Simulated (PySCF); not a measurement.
# C5H10 (trans-2-pentene): levels of theory compared

We compute a comparison of 6 runs (B2PLYP/cc-pVDZ, B3LYP/cc-pVDZ, BHLYP/cc-pVDZ, M06-2X/cc-pVDZ, PBE0/cc-pVDZ, wB97X/cc-pVDZ) of C5H10 (trans-2-pentene). Input form: a Python script.

The results are computed with PySCF 2.14.0.

1 further run of the same task is left out (set aside as unsound or not needed).

### Step 1. The molecule

The species is C5H10 (15 atoms), meant as a singlet with charge 0. As SMILES, `C/C=C/CC`. One bond was lengthened or shortened from a relaxed shape.

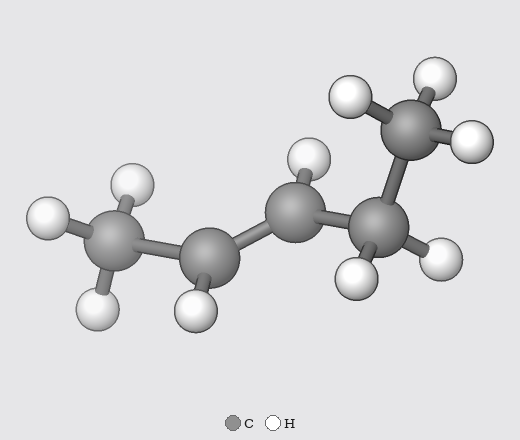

Viewed from a chosen angle; carbon grey, hydrogen white.

### Step 2. A single-point energy at B2PLYP/cc-pVDZ (run 1)

The input, job.py:

```python
from pyscf import gto, dft, mp

system = gto.M(
    atom=[
    ('C', (-1.006282, -2.265171, 1.247986)),
    ('C', (0.077310, -1.209260, 0.436640)),
    ('C', (-0.283860, -0.142680, -0.256070)),
    ('C', (0.658780, 0.777810, -0.965040)),
    ('C', (0.473880, 2.224120, -0.507350)),
    ('H', (-2.032792, -1.918791, 1.155036)),
    ('H', (-0.750922, -2.329471, 2.305276)),
    ('H', (-0.936402, -3.269791, 0.830776)),
    ('H', (1.125030, -1.474000, 0.513930)),
    ('H', (-1.331430, 0.121850, -0.332380)),
    ('H', (0.471460, 0.721100, -2.042530)),
    ('H', (1.688570, 0.462270, -0.786070)),
    ('H', (-0.542910, 2.558680, -0.702370)),
    ('H', (1.160350, 2.882590, -1.035130)),
    ('H', (0.663780, 2.309750, 0.560680)),
],
    max_memory=1860,
    verbose=3,
    spin=0,
    basis='cc-pvdz',
)

myscf = dft.RKS(system)
myscf.xc = '0.53*HF + 0.47*B88, 0.73*LYP'
myscf.conv_tol = 1e-10
myscf.grids.level = 5
myscf.kernel()
if not myscf.converged:
    myscf = myscf.newton().run(myscf.mo_coeff, myscf.mo_occ)

pt = mp.MP2(myscf, frozen=5).run()
energy = myscf.e_tot + 0.27 * pt.e_corr
print('PT2 part  %.8f' % (0.27 * pt.e_corr))
print('E(%s) = %.9f' % ('B2PLYP', energy))
```

Run with:

```console
$ OMP_NUM_THREADS=1 python job.py
```

The log of the run:

```text
converged SCF energy = -196.049304811954
E(RMP2) = -196.911613943382  E_corr = -0.862309131428471
E(SCS-RMP2) = -196.912434730986  E_corr = -0.863129919032644
PT2 part  -0.23282347
E(B2PLYP) = -196.282128277
```

It took 47 s on 1 thread of Intel Xeon at 2.70GHz, shared host; peak memory 0.68 GiB.

### Step 3. A single-point energy at B3LYP/cc-pVDZ (run 2)

The input, run.py:

```python
from pyscf import gto, dft

mol = gto.M(
    atom='''
C   -1.006282  -2.265171   1.247986
C    0.077310  -1.209260   0.436640
C   -0.283860  -0.142680  -0.256070
C    0.658780   0.777810  -0.965040
C    0.473880   2.224120  -0.507350
H   -2.032792  -1.918791   1.155036
H   -0.750922  -2.329471   2.305276
H   -0.936402  -3.269791   0.830776
H    1.125030  -1.474000   0.513930
H   -1.331430   0.121850  -0.332380
H    0.471460   0.721100  -2.042530
H    1.688570   0.462270  -0.786070
H   -0.542910   2.558680  -0.702370
H    1.160350   2.882590  -1.035130
H    0.663780   2.309750   0.560680
''',
    verbose=3,
    max_memory=1860,
    spin=0,
    basis='cc-pvdz',
)

mf = dft.RKS(mol, xc='b3lyp')
mf.grids.level = 5
mf.conv_tol = 1e-10
mf.kernel()
if not mf.converged:
    mf = mf.newton().run(mf.mo_coeff, mf.mo_occ)

energy = mf.e_tot
print('Final energy', energy)
```

Run with:

```console
$ OMP_NUM_THREADS=1 python run.py
```

The log of the run:

```text
converged SCF energy = -196.52639881571
Final energy -196.52639881570965
```

It took 37 s on 1 thread of Intel Xeon at 2.70GHz, shared host; peak memory 0.67 GiB.

Runs 3 to 5 aren't shown in full; the table further down has their settings and results.

### Step 4. A single-point energy at wB97X/cc-pVDZ (run 6)

The input, input.py:

```python
from pyscf import gto, dft

system = gto.Mole()
system.atom = '''
C   -1.006282  -2.265171   1.247986
C    0.077310  -1.209260   0.436640
C   -0.283860  -0.142680  -0.256070
C    0.658780   0.777810  -0.965040
C    0.473880   2.224120  -0.507350
H   -2.032792  -1.918791   1.155036
H   -0.750922  -2.329471   2.305276
H   -0.936402  -3.269791   0.830776
H    1.125030  -1.474000   0.513930
H   -1.331430   0.121850  -0.332380
H    0.471460   0.721100  -2.042530
H    1.688570   0.462270  -0.786070
H   -0.542910   2.558680  -0.702370
H    1.160350   2.882590  -1.035130
H    0.663780   2.309750   0.560680
'''
system.verbose = 3
system.charge = 0
system.max_memory = 1860
system.basis = 'cc-pvdz'
system.build()

mf = dft.RKS(system, xc='wb97x')
mf.conv_tol = 1e-10
mf.grids.level = 5
mf.kernel()
if not mf.converged:
    mf = mf.newton().run(mf.mo_coeff, mf.mo_occ)

e_final = mf.e_tot
print('E = %.10f Eh' % e_final)
```

Run with:

```console
$ OMP_NUM_THREADS=1 python input.py
```

The log of the run:

```text
converged SCF energy = -196.469516711199
E = -196.4695167112 Eh
```

Wall time 73 s (1 thread of Intel Xeon at 2.70GHz, shared host); peak memory 0.68 GiB.

### Step 5. All runs side by side

```
run           level  frozen core orbitals  energy (Eh)  dipole moment (D)  HOMO energy (eV)  LUMO energy (eV)  wall time
  1  B2PLYP/cc-pVDZ                     5  -196.282128               0.10             -7.91              2.48       47 s
  2   B3LYP/cc-pVDZ                     –  -196.526399               0.12             -6.76              0.73       37 s
  3   BHLYP/cc-pVDZ                     –  -196.391107               0.10             -7.99              2.13       37 s
  4  M06-2X/cc-pVDZ                     –  -196.417286               0.11             -8.22              1.88       68 s
  5    PBE0/cc-pVDZ                     –  -196.276450               0.13             -7.01              0.94       39 s
  6   wB97X/cc-pVDZ                     –  -196.469517               0.11             -9.39              3.20       73 s
```

### Step 6. Outcome

| quantity | value |
| --- | --- |
| run 6: total energy | -196.46952 Eh |
| run 6: dipole moment | 0.11 D |
| run 6: HOMO energy | -9.39 eV |
| run 6: LUMO energy | 3.20 eV |
| run 6: HOMO–LUMO gap | 12.60 eV |

The dipole moment (its size) runs from 0.10 D (B2PLYP/cc-pVDZ) to 0.13 D (PBE0/cc-pVDZ). A double hybrid's value is that of its SCF part. The HOMO–LUMO gap runs from 7.49 eV (B3LYP/cc-pVDZ) to 12.60 eV (wB97X/cc-pVDZ). Totals of different functionals can't be ranked against each other. All runs together took 5 min, the longest 73 s.
